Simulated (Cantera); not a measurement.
Feed: 1 mol trisilylamine, 26 mol NH3, 13 mol N2, at 27.0 mbar.

Cantera equilibrium calculation (NASA polynomials, part measured and part estimated; ideal gas, pure solids and liquids). Candidate condensed phases: Si, Si3N4; 18 gas species. The feed counts by its element totals alone. The tables' values for SiN are old estimates; treat these amounts as uncertain. Gases not in the tables: Si2H6 and higher silanes. The numbers say what is thermodynamically allowed, not how fast it happens.

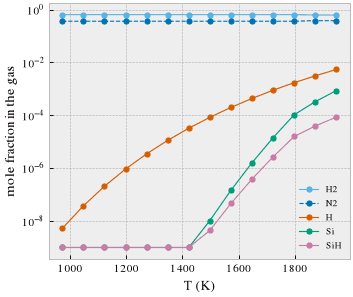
Figure. Equilibrium gas composition (values under 1e-9 drawn at 1e-9)

Problem. Read off the mole fractions at 1198 K.

Solution. H2 about 0.64, N2 about 0.36, H about 9.3e-7.
